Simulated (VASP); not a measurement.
# AsRu under strain, part 4 of 4

Aim: follow the pressure of AsRu through compression, expansion and shear. All runs use PBEsol. Left out of this account: 1 further run (fields: a reference on another mesh). The start is a computed cell from the Materials Project.

VASP 6.6.1; PBEsol; plane waves and PAW (As, Ru_pv).

Still holding for the runs below: Spin-orbit coupling is off here; it would split degenerate levels.

So far, pressure (GPa): step 2 (bands, cell as listed) -4.13; step 3 (cell volume +4.0 %) -11.2; step 4 (cell volume +8.0 %) -16.8; step 5 (bands, sheared, principal strains -2.5, +0.8, +1.7 %) -3.90; step 6 (cell volume -4.0 %) 4.92.

### 7. Bands, volume times 0.92

The cell is scaled evenly once more. A prediction first. A parabola through the 4 pressures of evenly scaled cells so far, P = -4.10 -201.4 t +474 t² GPa with t = ln(V/V₁) and V₁ the volume at scale 1, gives 15.98 GPa at t = -0.0834.

File INCAR:

```
SYSTEM = AsRu
PREC = Accurate
ENCUT = 400
EDIFF = 1E-06
NELM = 100
ISMEAR = -1
SIGMA = 0.05
LREAL = .FALSE.
ALGO = Normal
GGA = PS
NBANDS = 59
LASPH = .TRUE.
LORBIT = 11
LWAVE = .FALSE.
LCHARG = .FALSE.
KPAR = 8
```

File POSCAR:

```
AsRu
1.0
    5.5743961643      0.0000000000      0.0000000000
    0.0000000000      3.2511487064      0.0000000000
    0.0000000000      0.0000000000      6.1941176264
As Ru
4 4
Direct
    0.6962201500      0.2500000000      0.0699048100
    0.3037798500      0.7500000000      0.9300951900
    0.1962201500      0.2500000000      0.4300951900
    0.8037798500      0.7500000000      0.5699048100
    0.4945708900      0.2500000000      0.7044635600
    0.5054291100      0.7500000000      0.2955364400
    0.9945708900      0.2500000000      0.7955364400
    0.0054291100      0.7500000000      0.2044635600
```

File KPOINTS:

```
Automatic mesh
0
Gamma
5 9 5
0 0 0
```

File KPOINTS_OPT:

```
Line mode
12
Line-mode
Reciprocal
  0.00000000   0.00000000   0.00000000 GAMMA
  0.00000000  -0.50000000   0.00000000 X

  0.00000000  -0.50000000   0.00000000 X
 -0.50000000  -0.50000000   0.00000000 S

 -0.50000000  -0.50000000   0.00000000 S
 -0.50000000   0.00000000   0.00000000 Y

 -0.50000000   0.00000000   0.00000000 Y
  0.00000000   0.00000000   0.00000000 GAMMA

  0.00000000   0.00000000   0.00000000 GAMMA
  0.00000000   0.00000000  -0.50000000 Z

  0.00000000   0.00000000  -0.50000000 Z
  0.00000000  -0.50000000  -0.50000000 U

  0.00000000  -0.50000000  -0.50000000 U
 -0.50000000  -0.50000000  -0.50000000 R

 -0.50000000  -0.50000000  -0.50000000 R
 -0.50000000   0.00000000  -0.50000000 T

 -0.50000000   0.00000000  -0.50000000 T
  0.00000000   0.00000000  -0.50000000 Z

 -0.50000000   0.00000000   0.00000000 Y
 -0.50000000   0.00000000  -0.50000000 T

  0.00000000  -0.50000000  -0.50000000 U
  0.00000000  -0.50000000   0.00000000 X

 -0.50000000  -0.50000000   0.00000000 S
 -0.50000000  -0.50000000  -0.50000000 R
```

Potentials, in the order of the species: As and Ru_pv (PBE family, release 64).

Launch:

```
> mpirun -np 8 vasp_std
```

What it wrote:

```text
[... set-up lines as in an earlier step ...]
 entering main loop
       N       E                     dE             d eps       ncg     rms          rms(c)
DAV:   1     0.696211423321E+03    0.69621E+03   -0.35876E+04  5622   0.107E+03
DAV:   2    -0.340210707580E+02   -0.73023E+03   -0.69628E+03  5789   0.361E+02
DAV:   3    -0.642839311768E+02   -0.30263E+02   -0.29656E+02  6105   0.747E+01
DAV:   4    -0.646582887072E+02   -0.37436E+00   -0.37369E+00  6076   0.752E+00
DAV:   5    -0.646682854373E+02   -0.99967E-02   -0.99951E-02  7131   0.116E+00    0.330E+01
DAV:   6    -0.632865557876E+02    0.13817E+01   -0.51039E+00  5810   0.140E+01    0.112E+01
DAV:   7    -0.630477501703E+02    0.23881E+00   -0.86160E-01  5634   0.605E+00    0.854E+00
DAV:   8    -0.629372665965E+02    0.11048E+00   -0.27015E-01  6086   0.303E+00    0.630E-01
DAV:   9    -0.629367677852E+02    0.49881E-03   -0.74564E-03  6395   0.353E-01    0.415E-01
DAV:  10    -0.629364985215E+02    0.26926E-03   -0.15521E-03  6062   0.227E-01    0.109E-01
DAV:  11    -0.629364220485E+02    0.76473E-04   -0.22632E-04  6083   0.780E-02    0.351E-02
DAV:  12    -0.629364234672E+02   -0.14187E-05   -0.24002E-05  6422   0.191E-02    0.772E-03
DAV:  13    -0.629364221060E+02    0.13611E-05   -0.30447E-06  5518   0.966E-03    0.365E-03
DAV:  14    -0.629364218178E+02    0.28824E-06   -0.18365E-07  3659   0.204E-03
   1 F= -.62936422E+02 E0= -.62915347E+02  d E =-.421498E-01
 Start KPOINTS_OPT (optional k-point list driver)
k-point batch [1-45\144]
       N       E                     dE             ncg
DAV:   1     0.140006564991E+05   -0.54196E+05     5678
DAV:   2    -0.184206380733E+05   -0.32421E+05     5821
DAV:   3    -0.197134953339E+05   -0.12929E+04     6120
DAV:   4    -0.197298897611E+05   -0.16394E+02     6276
DAV:   5    -0.197303277706E+05   -0.43801E+00     7393
DAV:   6    -0.197303440145E+05   -0.16244E-01     6808
DAV:   7    -0.197303441528E+05   -0.13827E-03     6541
DAV:   8    -0.197303441575E+05   -0.47700E-05     4195
DAV:   9    -0.197303441578E+05   -0.22371E-06     3868
[...]
k-point batch [136-144\144]
       N       E                     dE             ncg
DAV:   1     0.591040705834E+05   -0.19436E+05     1142
DAV:   2     0.526021930440E+05   -0.65019E+04     1164
DAV:   3     0.523406946817E+05   -0.26150E+03     1204
DAV:   4     0.523375099389E+05   -0.31847E+01     1248
DAV:   5     0.523374444233E+05   -0.65516E-01     1456
DAV:   6     0.523374421424E+05   -0.22809E-02     1316
DAV:   7     0.523374421199E+05   -0.22472E-04     1275
DAV:   8     0.523374421190E+05   -0.98369E-06      796
```

It took 2.2 min on 8 MPI ranks of AMD EPYC 7R13 (Zen 3), shared host; peak memory 2.9 GiB; 17 min of CPU time.

OUTCAR, selected parts (step 7):

```text
   ENCUT  =  400.0 eV  29.40 Ry    5.42 a.u.   9.09  5.30 10.10*2*pi/ulx,y,z

   NELECT =      76.0000    total number of electrons

 E-fermi :  11.0318

 k-point     1 :       0.0000    0.0000    0.0000
  band No.  band energies     occupation
    ...
     35      10.0035      2.00000
     36      10.0442      2.00000
     37      10.2571      2.00000
     38      10.5563      1.99985
     39      10.6800      1.99824
     40      11.8731      0.00000
     41      12.6182      0.00000
     42      13.4244      0.00000
     43      13.6740      0.00000
     44      13.9078      0.00000
    ...

  Total       11.9227399      9.7801429     12.8174446     -0.0000000      0.0000000      0.0000000
  in kB      170.1659015    139.5859380    182.9354692     -0.0000000      0.0000000      0.0000000
  external PRESSURE =     164.2291029 kB  Pullay stress =       0.0000000 kB

 POSITION                                       TOTAL-FORCE (eV/Angst)
 -----------------------------------------------------------------------------------
      3.88101      0.81279      0.43300        -0.162527     -0.000000     -0.165400
      1.69339      2.43836      5.76112         0.162527     -0.000000      0.165400
      1.09381      0.81279      2.66406        -0.162527     -0.000000      0.165400
      4.48059      2.43836      3.53006         0.162527     -0.000000     -0.165400
      2.75693      0.81279      4.36353         0.376051     -0.000000     -0.341448
      2.81746      2.43836      1.83059        -0.376051      0.000000      0.341448
      5.54413      0.81279      4.92765         0.376051      0.000000      0.341448
      0.03026      2.43836      1.26647        -0.376051      0.000000     -0.341448
 -----------------------------------------------------------------------------------
    total drift:                                0.000000     -0.000000     -0.000000

  FREE ENERGIE OF THE ION-ELECTRON SYSTEM (eV)
  ---------------------------------------------------
  free  energy   TOTEN  =       -62.9364218178 eV

  energy  without entropy=      -62.8942720299  energy(sigma->0) =      -62.91534692

[... 4 parts as in an earlier step ...]

[... 12 further parts left out ...]
```

This step gave:

```
free energy (TOTEN)     : -62.9364 eV
energy at zero smearing : -62.9153 eV
Fermi energy            : 11.03 eV
pressure                : 16.42 GPa
```

The electronic bands at the labelled points (eV, zero at the Fermi level; # counts the bands kept, so #1 is VASP's band 17):

```csv
point,#19,#20,#21,#22,#23,#24,#25,#26
Γ,-1.03,-0.99,-0.77,-0.48,-0.35,0.84,1.59,2.39
X,-0.97,-0.97,-0.14,-0.14,0.19,0.19,1.63,1.63
S,-0.49,-0.49,0.00,0.00,0.00,0.00,1.74,1.74
Y,-0.88,-0.88,-0.76,-0.76,0.58,0.58,2.50,2.50
Γ,-1.03,-0.99,-0.77,-0.48,-0.35,0.84,1.59,2.39
Z,-1.33,-1.33,-0.71,-0.71,1.61,1.61,2.04,2.04
U,-1.03,-1.03,-0.03,-0.03,-0.01,-0.01,1.39,1.39
R,-1.00,-1.00,-0.02,-0.02,-0.02,-0.02,2.66,2.66
T,-1.26,-1.26,-0.43,-0.43,1.46,1.46,1.71,1.71
Z,-1.33,-1.33,-0.71,-0.71,1.61,1.61,2.04,2.04
jump to Y,-0.88,-0.88,-0.76,-0.76,0.58,0.58,2.50,2.50
T,-1.26,-1.26,-0.43,-0.43,1.46,1.46,1.71,1.71
jump to U,-1.03,-1.03,-0.03,-0.03,-0.01,-0.01,1.39,1.39
X,-0.97,-0.97,-0.14,-0.14,0.19,0.19,1.63,1.63
jump to S,-0.49,-0.49,0.00,0.00,0.00,0.00,1.74,1.74
R,-1.00,-1.00,-0.02,-0.02,-0.02,-0.02,2.66,2.66
```

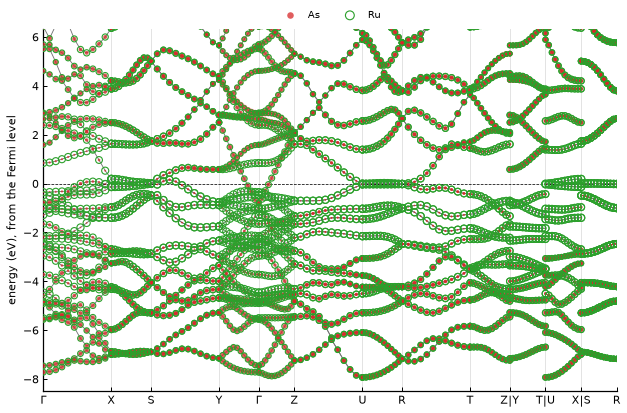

Electronic bands along the path; dots are coloured as in the legend, and their area grows with the weight.

Force by atom:

```
atom  x (eV/Å)  y (eV/Å)  z (eV/Å)   size
 As1    -0.163     0.000    -0.165  0.232
 As2     0.163     0.000     0.165  0.232
 As3    -0.163     0.000     0.165  0.232
 As4     0.163     0.000    -0.165  0.232
 Ru5     0.376     0.000    -0.341  0.508
 Ru6    -0.376     0.000     0.341  0.508
 Ru7     0.376     0.000     0.341  0.508
 Ru8    -0.376     0.000    -0.341  0.508
```

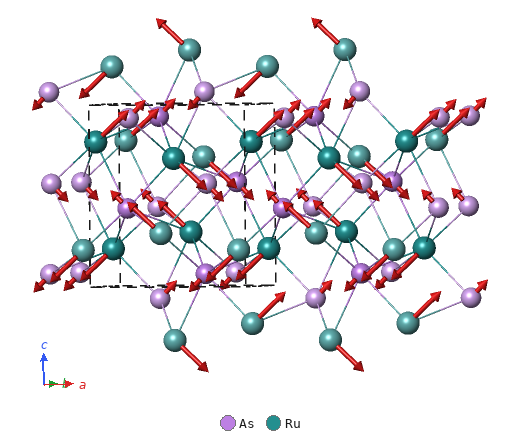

Force as arrows, the longest 0.508 eV/Å. 2×1×1 cells are drawn. Some periodic images of atoms are drawn too.

 The pressure is 16.42 GPa. The parabola predicted 15.98 GPa, -0.44 GPa off.

### 8. Bands, atoms displaced by up to 0.05 Å

The atoms are moved off their sites at random, as a crude picture of disorder.

INCAR is that of step 7.

File POSCAR:

```
AsRu
1.0
    5.7315034000      0.0000000000      0.0000000000
    0.0000000000      3.3427781800      0.0000000000
    0.0000000000      0.0000000000      6.3686909200
As Ru
4 4
Direct
    0.6953900000      0.2525010000      0.0749330000
    0.3035090000      0.7637470000      0.9341090000
    0.1990430000      0.2396870000      0.4316080000
    0.8071700000      0.7533070000      0.5696590000
    0.4910680000      0.2554600000      0.6996500000
    0.4977200000      0.7566400000      0.2932370000
    0.9915970000      0.2420050000      0.7915010000
    0.0126820000      0.7432100000      0.2010700000
```

KPOINTS is that of step 7.

KPOINTS_OPT is that of step 7.

Launch:

```
> mpirun -np 8 vasp_std
```

What it wrote:

```text
[... set-up lines as in an earlier step ...]
 entering main loop
       N       E                     dE             d eps       ncg     rms          rms(c)
DAV:   1     0.666871140796E+03    0.66687E+03   -0.35983E+04 14406   0.106E+03
DAV:   2    -0.351777710028E+02   -0.70205E+03   -0.66854E+03 14580   0.349E+02
DAV:   3    -0.646018159741E+02   -0.29424E+02   -0.28786E+02 15207   0.718E+01
DAV:   4    -0.649837551436E+02   -0.38194E+00   -0.38123E+00 15190   0.740E+00
DAV:   5    -0.649939094877E+02   -0.10154E-01   -0.10153E-01 18267   0.113E+00    0.270E+01
DAV:   6    -0.636498017296E+02    0.13441E+01   -0.65054E+00 14537   0.151E+01    0.887E+00
DAV:   7    -0.639147738342E+02   -0.26497E+00   -0.58762E+00 14347   0.115E+01    0.102E+01
DAV:   8    -0.634273764201E+02    0.48740E+00   -0.48267E+00 14405   0.908E+00    0.670E+00
DAV:   9    -0.632238576849E+02    0.20352E+00   -0.16821E+00 14555   0.472E+00    0.215E+00
DAV:  10    -0.631871812148E+02    0.36676E-01   -0.28428E-01 14759   0.200E+00    0.103E+00
DAV:  11    -0.631807526693E+02    0.64285E-02   -0.27195E-02 15299   0.586E-01    0.518E-01
DAV:  12    -0.631815571816E+02   -0.80451E-03   -0.17190E-02 14953   0.595E-01    0.581E-01
DAV:  13    -0.631794822617E+02    0.20749E-02   -0.12351E-02 14760   0.519E-01    0.159E-01
DAV:  14    -0.631793943469E+02    0.87915E-04   -0.95974E-04 16817   0.118E-01    0.471E-02
DAV:  15    -0.631793845684E+02    0.97784E-05   -0.94660E-05 15086   0.429E-02    0.146E-02
DAV:  16    -0.631793835950E+02    0.97348E-06   -0.83535E-06 15049   0.132E-02
   1 F= -.63179384E+02 E0= -.63155229E+02  d E =-.483099E-01
 Start KPOINTS_OPT (optional k-point list driver)
k-point batch [1-113\144]
       N       E                     dE             ncg
DAV:   1     0.246712383693E+05   -0.12882E+06    14534
DAV:   2    -0.548990787996E+05   -0.79570E+05    14615
DAV:   3    -0.581610826644E+05   -0.32620E+04    15230
DAV:   4    -0.582059971678E+05   -0.44915E+02    15406
DAV:   5    -0.582073715128E+05   -0.13743E+01    18813
DAV:   6    -0.582074181364E+05   -0.46624E-01    16693
DAV:   7    -0.582074186569E+05   -0.52050E-03    17801
DAV:   8    -0.582074186692E+05   -0.12292E-04    10261
DAV:   9    -0.582074186703E+05   -0.11326E-05     9505
DAV:  10    -0.582074186706E+05   -0.31231E-06     8988
k-point batch [114-144\144]
       N       E                     dE             ncg
DAV:   1     0.106645046503E+06   -0.57935E+05     4042
DAV:   2     0.852043205209E+05   -0.21441E+05     4016
DAV:   3     0.843086857812E+05   -0.89563E+03     4209
DAV:   4     0.842965208894E+05   -0.12165E+02     4213
DAV:   5     0.842961760817E+05   -0.34481E+00     5004
DAV:   6     0.842961620714E+05   -0.14010E-01     4654
DAV:   7     0.842961619914E+05   -0.80041E-04     4601
DAV:   8     0.842961619906E+05   -0.83529E-06     2769
```

Wall time 3.8 min (8 MPI ranks); peak memory 5.7 GiB; 30 min of CPU time.

OUTCAR, selected parts (step 8):

```text
   NELECT =      76.0000    total number of electrons

 E-fermi :   9.7223

 k-point     1 :       0.0000    0.0000    0.0000
  band No.  band energies     occupation
    ...
     35       8.7841      2.00000
     36       8.8875      2.00000
     37       9.0970      1.99999
     38       9.3240      1.99931
     39       9.4289      1.99436
     40      10.4669      0.00000
     41      10.9777      0.00000
     42      11.8712      0.00000
     43      12.1625      0.00000
     44      12.3779      0.00000
    ...

  Total       -2.9880001     -3.0018691     -2.1291032      0.3651698      0.1798931      0.0949794
  in kB      -39.2342087    -39.4163177    -27.9563845      4.7948955      2.3621034      1.2471356
  external PRESSURE =     -35.5356369 kB  Pullay stress =       0.0000000 kB

 POSITION                                       TOTAL-FORCE (eV/Angst)
 -----------------------------------------------------------------------------------
      3.98563      0.84405      0.47723         0.328439      0.005645     -0.440596
      1.73956      2.55304      5.94905         0.321034     -0.328062     -0.603080
      1.14082      0.80122      2.74878        -0.409231      0.301237     -0.236095
      4.62630      2.51814      3.62798        -0.500731     -0.233887     -0.246200
      2.81456      0.85395      4.45585         0.351897      0.098303      0.407813
      2.85268      2.52928      1.86754         0.947431     -0.136394      0.340496
      5.68334      0.80897      5.04083         0.098097      0.289109      0.505434
      0.07269      2.48439      1.28055        -1.136936      0.004050      0.272229
 -----------------------------------------------------------------------------------
    total drift:                               -0.000230      0.000240      0.000687

  FREE ENERGIE OF THE ION-ELECTRON SYSTEM (eV)
  ---------------------------------------------------
  free  energy   TOTEN  =       -63.1793835950 eV

  energy  without entropy=      -63.1310736819  energy(sigma->0) =      -63.15522864

[... 5 parts as in an earlier step ...]

[... 12 further parts left out ...]
```

Numbers from this step:

```yaml
scf_cycles: 16
irreducible_k_points: 113
symmetry_operations: 1
free_energy_toten: -63.1794 eV
energy_at_zero_smearing: -63.1552 eV
fermi_energy: 9.722 eV
pressure: -3.554 GPa
```

Electronic bands along the path, in eV, zero at the Fermi level; # counts the bands kept, so #1 is VASP's band 17:

```csv
point,#19,#20,#21,#22,#23,#24,#25,#26
Γ,-0.94,-0.83,-0.63,-0.40,-0.29,0.74,1.26,2.15
X,-0.84,-0.78,-0.14,-0.09,0.17,0.19,1.40,1.42
S,-0.41,-0.35,-0.04,0.00,0.04,0.04,1.39,1.47
Y,-0.81,-0.76,-0.68,-0.60,0.36,0.55,2.21,2.35
Γ,-0.94,-0.83,-0.63,-0.40,-0.29,0.74,1.26,2.15
Z,-1.17,-1.10,-0.61,-0.55,1.32,1.40,1.74,1.77
U,-0.90,-0.84,-0.05,-0.01,0.01,0.02,1.26,1.30
R,-0.83,-0.80,-0.05,-0.02,0.01,0.02,2.31,2.39
T,-1.11,-1.02,-0.43,-0.36,1.12,1.37,1.42,1.50
Z,-1.17,-1.10,-0.61,-0.55,1.32,1.40,1.74,1.77
jump to Y,-0.81,-0.76,-0.68,-0.60,0.36,0.55,2.21,2.35
T,-1.11,-1.02,-0.43,-0.36,1.12,1.37,1.42,1.50
jump to U,-0.90,-0.84,-0.05,-0.01,0.01,0.02,1.26,1.30
X,-0.84,-0.78,-0.14,-0.09,0.17,0.19,1.40,1.42
jump to S,-0.41,-0.35,-0.04,0.00,0.04,0.04,1.39,1.47
R,-0.83,-0.80,-0.05,-0.02,0.01,0.02,2.31,2.39
```

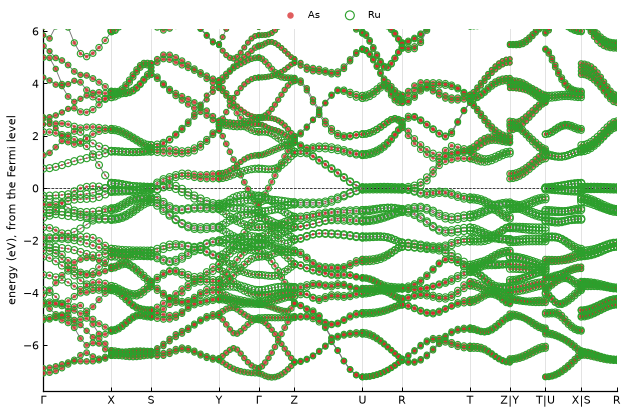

Electronic bands along the path; dots are coloured as in the legend, and their area grows with the weight.

Force by atom:

```
atom  x (eV/Å)  y (eV/Å)  z (eV/Å)  size
 As1      0.33      0.01     -0.44  0.55
 As2      0.32     -0.33     -0.60  0.76
 As3     -0.41      0.30     -0.24  0.56
 As4     -0.50     -0.23     -0.25  0.61
 Ru5      0.35      0.10      0.41  0.55
 Ru6      0.95     -0.14      0.34  1.02
 Ru7      0.10      0.29      0.51  0.59
 Ru8     -1.14      0.00      0.27  1.17
```

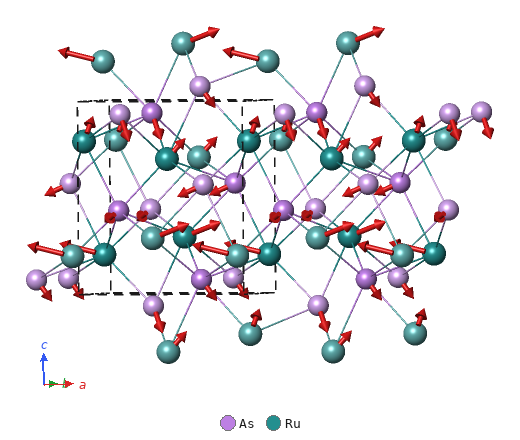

Force as arrows, the longest 1.17 eV/Å. 2×1×1 cells are drawn. Some periodic images of atoms are drawn too.

 The pressure is -3.55 GPa, and the symmetry operations fall from 8 to 1.

### 9. Side by side

```
                                         cell   mesh  pressure (GPa)  gap (eV)
                               cell as listed  5×9×5           -4.13      none
                            volume times 1.04  5×9×5          -11.24      none
                            volume times 1.08  5×9×5          -16.80      none
sheared, principal strains -2.5, +0.8, +1.7 %  5×9×5           -3.90      none
                            volume times 0.96  5×9×5            4.92      none
                            volume times 0.92  5×9×5           16.42      none
              atoms displaced by up to 0.05 Å  5×9×5           -3.55      none
```

### 10. What came out

```
pressure, cell as listed                                    : -4.13 GPa
pressure, volume times 1.04                                 : -11.2 GPa
pressure, volume times 1.08                                 : -16.8 GPa
pressure, sheared, principal strains -2.5, +0.8, +1.7 %     : -3.90 GPa
pressure, volume times 0.96                                 : 4.92 GPa
pressure, volume times 0.92                                 : 16.4 GPa
pressure, atoms displaced by up to 0.05 Å                   : -3.55 GPa
bulk modulus at the listed volume, shape and positions held : 203 GPa
```

**Reading.** The slope of pressure against ln V at the listed volume gives a bulk modulus of 203 GPa at fixed shape and positions, an upper bound since the atoms bear forces. The atoms were not relaxed in the changed cells. Spin-orbit coupling is left out; it would split some degenerate bands.

[Lines on the potential files, build, host, timing and source positions are cut from VASP's logs without a mark.]

[Logs are printed without paths, hosts, clocks, repeated set-up lines and the standing remarks that a program may print on its own settings, such as how far it seeks lower states.]

[Hosts, paths, dates, database ids (printed as entryN), source tags and the programs' standing remarks are cut or masked in the printed files.]

[A measured line is paired with the nearest computed mode of its activity, which favours agreement.]
